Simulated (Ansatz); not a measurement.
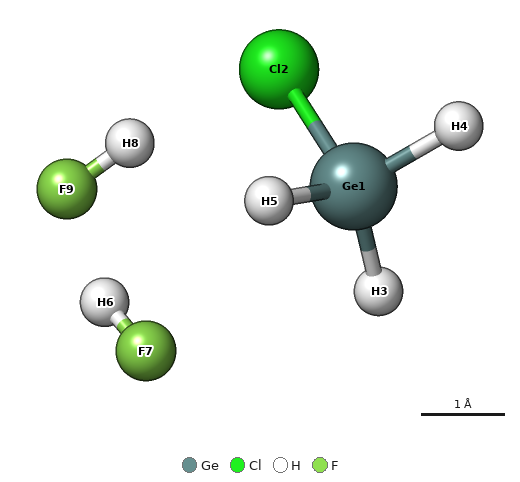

*The starting structure (ball-and-stick view, seen at a tilt; atoms are numbered from 1 in the order of the input). Sticks mark near contacts.*

# GeH5ClF2: nudged elastic band

System: GeH5ClF2.
Method: RKS PBE0-D4/def2-SVP (Ansatz 0.2.0).

Figures and captions count atoms from 1; the log counts them from 0 in places.

## Log
```
Functional definition: PBE0
  name "PBE0"
  cite "Adamo & Barone, J. Chem. Phys. 110, 6158 (1999) doi:10.1063/1.478522"
  cite "Perdew, Burke & Ernzerhof, Phys. Rev. Lett. 77, 3865 (1996) doi:10.1103/PhysRevLett.77.3865"
  parent pbe
  parameter a = 0.25
  parameter kappa = 0.804
  parameter beta = 0.06672455060314922
  exchange = (1 - a)*pbe_x(kappa = kappa, mu = beta*pi^2/3) + a*exact_x
  correlation = pbe_c(beta = beta)
1070 factors; integrals over basis functions are off by at most 4.5e-4 eV
mean field evaluation 1: about -74523.1310 eV, gradient 4.0e1 eV
mean field evaluation 2: about -74522.2487 eV, gradient 4.9e1 eV
mean field evaluation 4: about -74525.4410 eV, gradient 6.2e-1 eV
mean field evaluation 8: about -74525.4534 eV, gradient 4.9e-3 eV
mean field -74525.45342600 eV, -2738.7598982389 hartree, gradient 2.2e-5 eV, S^2 0.000000; 0 other end points of the search recorded, 0 dependent functions left out
the calculation of the forces begins
reference -74525.45344978 eV, -2738.7598991127 hartree; 36, 36 occupied and 67, 67 virtual orbitals, 1070 factors
1077 factors; integrals over basis functions are off by at most 7.9e-4 eV
mean field evaluation 16: about -74521.4115 eV, gradient 5.3e1 eV
mean field -74525.33263577 eV, -2738.7554592797 hartree, gradient 2.5e-5 eV, S^2 0.000000; 0 other end points of the search recorded, 0 dependent functions left out
[... from here on the field's lines of each further geometry are left out, up to the last ...]
WARN: NEB end point (image 0): max|allowed force component| = 1.480e-1 eV/Å (the criterion of neb.relax_end_points is 1.000e-2). That is over neb.f_tol: it is no minimum, so the barrier can be far off. Relax it first
WARN: NEB end point (image 6): max|allowed force component| = 2.627e-1 eV/Å (the criterion of neb.relax_end_points is 1.000e-2). That is over neb.f_tol: it is no minimum, so the barrier can be far off. Relax it first
NEB iter   1: max|band force component| = 3.501e0 eV/Å  barrier→ = 2.9615 eV  barrier← = 2.8331 eV  Δτ_max = 0.2000 Å  (181 SCF iters)
NEB iter   2: max|band force component| = 2.637e0 eV/Å  barrier→ = 1.6343 eV  barrier← = 1.5059 eV  Δτ_max = 0.2000 Å  (144 SCF iters)
NEB iter   3: max|band force component| = 1.623e0 eV/Å  barrier→ = 1.2352 eV  barrier← = 1.1068 eV  Δτ_max = 0.1448 Å  (141 SCF iters)
NEB iter   4: max|band force component| = 7.158e-1 eV/Å  barrier→ = 1.0299 eV  barrier← = 0.9015 eV  Δτ_max = 0.0955 Å  (139 SCF iters)
NEB iter   5: max|band force component| = 3.407e-1 eV/Å  barrier→ = 0.9913 eV  barrier← = 0.8629 eV  CI = image 3  Δτ_max = 0.1997 Å  (143 SCF iters)
NEB iter   6: max|band force component| = 4.698e-1 eV/Å  barrier→ = 0.9911 eV  barrier← = 0.8627 eV  CI = image 3  Δτ_max = 0.0998 Å  (140 SCF iters)
NEB iter   7: max|band force component| = 3.005e-1 eV/Å  barrier→ = 0.9839 eV  barrier← = 0.8555 eV  CI = image 3  Δτ_max = 0.0993 Å  (142 SCF iters)
NEB iter   8: max|band force component| = 8.627e-2 eV/Å  barrier→ = 0.9679 eV  barrier← = 0.8395 eV  CI = image 3  Δτ_max = 0.0704 Å  (140 SCF iters)
NEB iter   9: max|band force component| = 1.934e-1 eV/Å  barrier→ = 0.9610 eV  barrier← = 0.8326 eV  CI = image 3  Δτ_max = 0.0355 Å  (139 SCF iters)
NEB iter  10: max|band force component| = 1.025e-1 eV/Å  barrier→ = 0.9562 eV  barrier← = 0.8278 eV  CI = image 3  Δτ_max = 0.0711 Å  (142 SCF iters)
NEB iter  11: max|band force component| = 7.242e-2 eV/Å  barrier→ = 0.9507 eV  barrier← = 0.8222 eV  CI = image 3  Δτ_max = 0.0711 Å  (138 SCF iters)
NEB iter  12: max|band force component| = 3.886e-2 eV/Å  barrier→ = 0.9475 eV  barrier← = 0.8191 eV  CI = image 3  Δτ_max = 0.0316 Å  (139 SCF iters)
NEB iter  13: max|band force component| = 5.045e-2 eV/Å  barrier→ = 0.9465 eV  barrier← = 0.8181 eV  CI = image 3  Δτ_max = 0.0702 Å  (28 SCF iters)
NEB iter  14: max|band force component| = 5.169e-2 eV/Å  barrier→ = 0.9458 eV  barrier← = 0.8174 eV  CI = image 3  Δτ_max = 0.0213 Å  (143 SCF iters)
the calculation of the forces begins
reference -74525.34194319 eV, -2738.7558013211 hartree; 36, 36 occupied and 67, 67 virtual orbitals, 1076 factors
these checks for a lower state are left out or cut short: stability, starts, cluster_reference, orbital_swaps, neighbouring_geometries, increment
1077 factors; integrals over basis functions are off by at most 8.0e-4 eV
mean field -74525.33635570 eV, -2738.7555959846 hartree, gradient 1.7e-6 eV, S^2 0.000000; 0 other end points of the search recorded, 0 dependent functions left out
the calculation of the forces begins
reference -74525.33638066 eV, -2738.7555969021 hartree; 36, 36 occupied and 67, 67 virtual orbitals, 1077 factors
NEB iter  15: max|band force component| = 2.462e-2 eV/Å  barrier→ = 0.9459 eV  barrier← = 0.8175 eV  CI = image 3  CI's point: of a kind that is not told: the force calls were inconclusive, a negative curvature could not be distinguished from the path's own, the only one lies far off the path, or fixed occupations may fill a level only in part  Δτ_max = 0.0000 Å  (942 SCF iters)
```

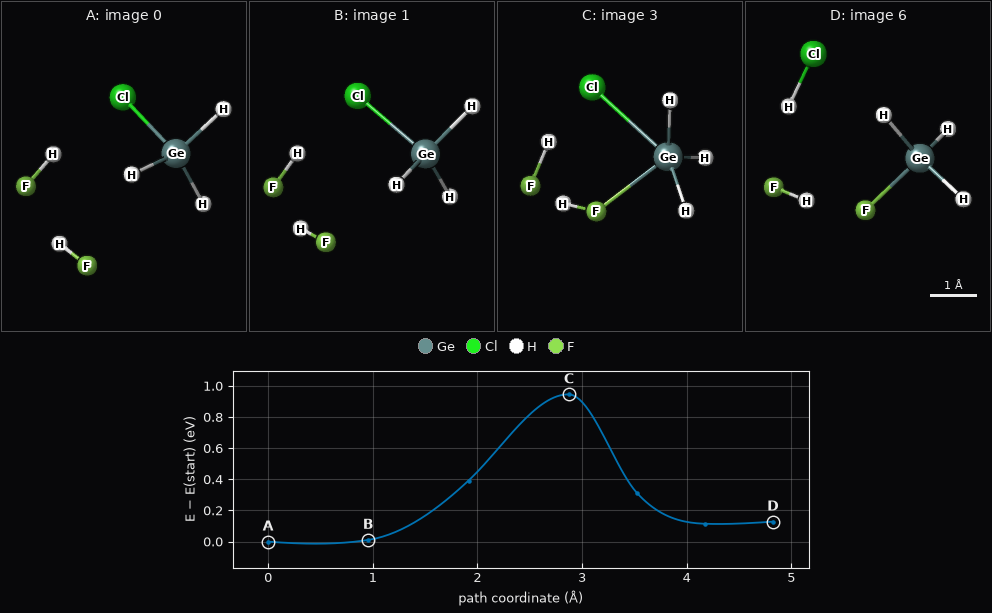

*Images of the last band (counted from 0; ball-and-stick, seen at a tilt) above the energy along the path; the line is a cubic interpolation that uses the forces.*

The highest image is number 3, 0.946 eV above the start and 0.817 eV above the end (the climbing image); the end lies 0.128 eV above the start. The path is 4.83 Å long. The band converged in 15 iterations. The end points carry forces over 0.1 eV/Å, so they aren't fully relaxed minima and the barriers are approximate.

```
Total energy: -74524.62817609 eV, -2738.7295708642 hartree
Atom 0 at    -0.841787    -0.755842    -0.621828 Å, force    -0.007753     0.014513     0.003208 eV/Å
Atom 1 at     0.708441    -0.881850     1.441368 Å, force     0.010553    -0.005015     0.008854 eV/Å
Atom 2 at     0.272775    -1.435128    -1.415021 Å, force     0.000107    -0.002212    -0.001960 eV/Å
Atom 3 at    -1.704989    -1.596906     0.324951 Å, force    -0.005939     0.001460    -0.009148 eV/Å
Atom 4 at    -1.822352    -0.056203    -1.592803 Å, force    -0.000286    -0.005935    -0.003327 eV/Å
Atom 5 at     0.602770     1.441171     0.171903 Å, force     0.007461     0.012624     0.002594 eV/Å
Atom 6 at    -0.289960     1.161249    -0.356957 Å, force    -0.006657    -0.018128    -0.000116 eV/Å
Atom 7 at     1.458410     0.576660     1.219356 Å, force     0.003680    -0.000416     0.003401 eV/Å
Atom 8 at     1.616690     1.546848     0.829033 Å, force    -0.001167     0.003109    -0.003507 eV/Å
Dipole moment:    -0.211918    -0.042579    -0.341820 e Å
```

## The last band as extended XYZ (Å, eV, eV/Å)
```
9
Properties=species:S:1:pos:R:3:forces:R:3 image=0 energy=-74525.57402
Ge   -0.8964   -1.2310   -0.0430   -0.0037   0.0552  -0.1318
Cl    0.2359   -0.6198    1.7397    0.0705   0.0173   0.1480
H     0.1433   -1.5805   -1.1013    0.0139  -0.0124  -0.0320
H    -1.6813   -2.4514    0.4467   -0.0238  -0.0299  -0.0003
H    -1.7957   -0.0502   -0.3910   -0.0269   0.0208  -0.0190
H     0.9151    1.6430   -0.8729    0.0154  -0.0140   0.0952
F     0.4854    1.2566   -1.6099   -0.0303  -0.0585   0.0554
H     1.1298    1.1358    1.1393    0.0352   0.0764  -0.0601
F     1.4638    1.8975    0.6924   -0.0503  -0.0549  -0.0555
9
Properties=species:S:1:pos:R:3:forces:R:3 image=1 energy=-74525.56307
Ge   -0.8892   -1.1912   -0.2363   -0.0067  -0.0173   0.0331
Cl    0.0333   -0.5083    1.6575   -0.0363   0.0045   0.0048
H     0.2715   -1.5661   -1.1576   -0.0009   0.0299  -0.0022
H    -1.6611   -2.4250    0.2507    0.0113  -0.0580  -0.0326
H    -1.8209   -0.1120   -0.7699   -0.0143   0.0200   0.0657
H     0.7782    1.7051   -0.5115    0.0237   0.0107  -0.0339
F     0.0912    1.4553   -1.1037    0.0355   0.0148  -0.0448
H     1.3778    0.9663    1.1551   -0.0153   0.0012   0.0061
F     1.8191    1.6759    0.7156    0.0031  -0.0057   0.0038
9
Properties=species:S:1:pos:R:3:forces:R:3 image=2 energy=-74525.18138
Ge   -0.8485   -1.0555   -0.4425   -0.0111  -0.1973   0.1068
Cl    0.3196   -0.6860    1.4608   -0.2559   0.0421  -0.0462
H     0.2568   -1.6504   -1.3161   -0.0393  -0.0699  -0.0321
H    -1.7718   -2.0459    0.2657   -0.0583  -0.3557  -0.1342
H    -1.7313   -0.0916   -1.2385    0.0446   0.1151   0.2736
H     0.6110    1.6525   -0.1041    0.0244   0.1568  -0.1148
F    -0.1459    1.4147   -0.6278    0.0852   0.2003  -0.1340
H     1.5060    0.8156    1.1835    0.0561   0.0931  -0.0110
F     1.8041    1.6467    0.8190    0.1544   0.0154   0.0918
9
Properties=species:S:1:pos:R:3:forces:R:3 image=3 energy=-74524.62815
Ge   -0.8418   -0.7558   -0.6218   -0.0078   0.0145   0.0032
Cl    0.7084   -0.8819    1.4414    0.0106  -0.0050   0.0089
H     0.2728   -1.4351   -1.4150    0.0001  -0.0022  -0.0020
H    -1.7050   -1.5969    0.3250   -0.0059   0.0015  -0.0091
H    -1.8224   -0.0562   -1.5928   -0.0003  -0.0059  -0.0033
H     0.6028    1.4412    0.1719    0.0075   0.0126   0.0026
F    -0.2900    1.1612   -0.3570   -0.0067  -0.0181  -0.0001
H     1.4584    0.5767    1.2194    0.0037  -0.0004   0.0034
F     1.6167    1.5468    0.8290   -0.0012   0.0031  -0.0035
9
Properties=species:S:1:pos:R:3:forces:R:3 image=4 energy=-74525.26128
Ge   -0.9493   -0.6098   -0.8171   -0.1359   0.1369  -0.1767
Cl    0.9062   -1.0072    1.5598    0.2865  -0.0138   0.2291
H     0.2523   -1.2855   -1.4803   -0.0145   0.0677   0.0318
H    -1.6669   -1.4483    0.2449    0.0761   0.1944   0.0347
H    -1.9505   -0.0306   -1.8134   -0.1696  -0.1285  -0.2743
H     0.7884    1.5123    0.3557    0.2191   0.1344   0.1072
F    -0.4152    1.0252   -0.2541   -0.1773  -0.2301   0.0367
H     1.4194    0.2190    1.3600   -0.0658  -0.3572   0.1278
F     1.6156    1.6249    0.8446   -0.0186   0.1961  -0.1163
9
Properties=species:S:1:pos:R:3:forces:R:3 image=5 energy=-74525.45934
Ge   -1.0468   -0.4701   -0.9407   -0.0074   0.0094   0.0026
Cl    1.2018   -1.3042    1.6696    0.0180   0.0060   0.0071
H     0.2293   -1.1277   -1.4638    0.0026   0.0029   0.0011
H    -1.7412   -1.2112    0.1997    0.0007   0.0106  -0.0015
H    -2.0081   -0.0484   -2.0596   -0.0021  -0.0073  -0.0071
H     0.7785    1.5314    0.4603   -0.0030   0.0024  -0.0014
F    -0.5364    1.1026   -0.2651   -0.0096  -0.0008  -0.0092
H     1.5230   -0.0486    1.4700    0.0007  -0.0227   0.0060
F     1.5999    1.5762    0.9298    0.0001  -0.0005   0.0024
9
Properties=species:S:1:pos:R:3:forces:R:3 image=6 energy=-74525.44560
Ge   -1.0849   -0.4039   -1.0197    0.0563  -0.0292   0.0610
Cl    1.4078   -1.4721    1.6450   -0.0474  -0.1707  -0.0198
H     0.0803   -1.2348   -1.5507    0.0097  -0.0361  -0.0254
H    -1.7265   -0.9438    0.2557   -0.0307  -0.0296   0.0150
H    -2.0962   -0.0015   -2.0961   -0.0289  -0.0144  -0.0266
H     0.7635    1.5216    0.5183   -0.0031  -0.0175  -0.0003
F    -0.3631    1.1523   -0.5485    0.0598   0.1005   0.0435
H     1.5849   -0.1870    1.6149   -0.0219   0.2627  -0.0642
F     1.4341    1.5690    1.1810    0.0063  -0.0657   0.0169
```

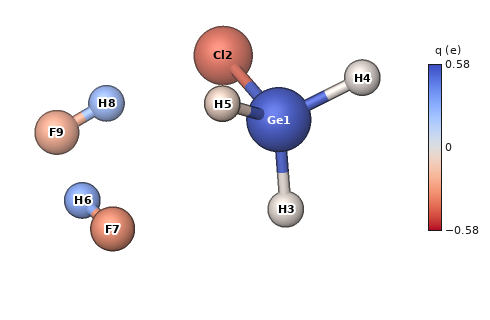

*Mulliken charges, as the colour of each atom (ball-and-stick view, seen at a tilt; atoms are numbered from 1 in the order of the input; Mulliken charges depend strongly on the basis).*

By element: Ge +0.55, Cl −0.43, H −0.08 to +0.32 and F −0.32 to −0.26 e.

This output came from the following input.

## Input
```yaml
crystal:
  periodic: [false, false, false]
  atoms:
    - {symbol: Ge, position_ang: [-0.896429, -1.230985, -0.043014]}
    - {symbol: Cl, position_ang: [0.235890, -0.619818, 1.739742]}
    - {symbol: H, position_ang: [0.143329, -1.580469, -1.101273]}
    - {symbol: H, position_ang: [-1.681310, -2.451429, 0.446704]}
    - {symbol: H, position_ang: [-1.795691, -0.050242, -0.391028]}
    - {symbol: H, position_ang: [0.915130, 1.643040, -0.872854]}
    - {symbol: F, position_ang: [0.485437, 1.256618, -1.609911]}
    - {symbol: H, position_ang: [1.129821, 1.135757, 1.139265]}
    - {symbol: F, position_ang: [1.463822, 1.897527, 0.692370]}
basis:
  gaussian: {orbitals: def2-SVP}
hamiltonian: {xc: pbe0, dispersion: d4}
neb:
  images: 5
  climbing: true
  max_iterations: 40
  initial_path: idpp
  final_atoms:
    - {symbol: Ge, position_ang: [-0.987834, -0.883896, -0.789128]}
    - {symbol: Cl, position_ang: [1.367508, -0.514860, 2.172544]}
    - {symbol: H, position_ang: [0.254657, -1.767291, -0.864582]}
    - {symbol: H, position_ang: [-1.686478, -0.877475, 0.567966]}
    - {symbol: H, position_ang: [-1.942158, -1.059592, -1.973106]}
    - {symbol: H, position_ang: [0.642204, 1.652290, -0.156432]}
    - {symbol: F, position_ang: [-0.385860, 0.776192, -1.004576]}
    - {symbol: H, position_ang: [1.476503, 0.644421, 1.599840]}
    - {symbol: F, position_ang: [1.261457, 2.030211, 0.447472]}
```

Launch command:
```bash
ansatz run in.yaml --threads 8 --pin off --events-out ev --progress --plain --max-ram 19148MiB
```

## Key numbers

| quantity | value |
| --- | --- |
| outcome | converged |
| barrier, forward | 0.946 eV |
| barrier, backward | 0.818 eV |
| dipole moment (one image of the band) | 1.94 D |
| hardware | 8 threads of Arm Neoverse V2, 23 GiB of memory available, shared host |
| wall time | 81 s (CPU time 8.7 min) |
| peak memory | 0.49 GiB |
